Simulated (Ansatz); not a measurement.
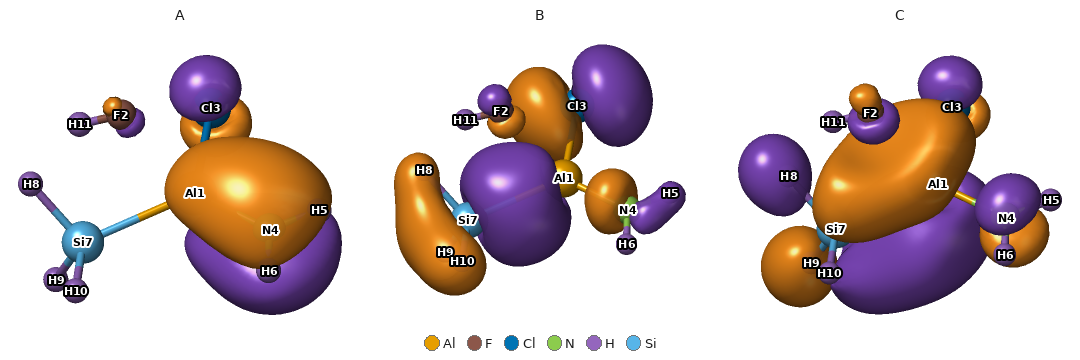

Figure 1: AlClH5NSi···HF. Three frontier orbitals at ±0.08 Å⁻³ᐟ² (orange and purple are the two phases), in no order.

Not at a stationary point (largest force 0.9 eV/Å).

All numbers below come from RKS PBE/def2-SVP in Ansatz 0.2.0.

Input

```
crystal:
  periodic: [false, false, false]
  atoms:
    - { symbol: Al, position_ang: [0.0, 0.0, 0.0] }
    - { symbol: F, position_ang: [0.0, 0.0, 2.04] }
    - { symbol: Cl, position_ang: [1.9312, 0.0, -1.115] }
    - { symbol: "N", position_ang: [-1.6627, 0.0, -0.96] }
    - { symbol: H, position_ang: [-2.3316, -0.8164, -0.8614] }
    - { symbol: H, position_ang: [-1.9118, 0.8164, -1.5886] }
    - { symbol: Si, position_ang: [0.1174, 2.4836, 0.8261] }
    - { symbol: H, position_ang: [0.6937, 2.5244, 2.167] }
    - { symbol: H, position_ang: [0.9517, 3.2614, -0.0852] }
    - { symbol: H, position_ang: [-1.2275, 3.0508, 0.8577] }
    - { symbol: H, position_ang: [0.0565, 1.1946, 1.9546] }
basis:
  gaussian: { orbitals: def2-SVP }
hamiltonian:
  xc: pbe
relax:
  f_tol: 0.15
  max_steps: 25
  restrain:
    - { distance: [0, 6], at: 2.32, k: 30.0 }
    - { distance: [10, 1], at: 0.92, k: 30.0 }
    - { distance: [0, 1], at: 2.89, k: 30.0 }
    - { distance: [10, 6], at: 2.66, k: 30.0 }
output:
  orbitals: {}
```

Command:

```sh
ansatz run input.yaml --threads 4 --pin off --max-ram 5120MiB --backend cpu --events-out ev --progress --plain --runs-dir out
```

The fields are those of the run's last geometry, not of the input's.

Order the three orbitals by energy and name them.

Answer. B is the HOMO−1 (−6.87 eV). By Hirshfeld shares it lies mainly on Cl3 (about 40 %), Si7 (about 30 %) and Al1 (about 15 %). A is the HOMO (−6.03 eV). It lies mainly on N4 (about 70 %) and Al1 (about 15 %); largely a lone pair of N4. C is the LUMO (−1.45 eV). It lies mainly on Al1 (about 40 %), Si7 (about 25 %), N4 (about 10 %) and H9 (about 5 %); π-bonding across Al1–Si7.

What is the HOMO–LUMO gap?

Answer. 4.58 eV between the orbital energies.
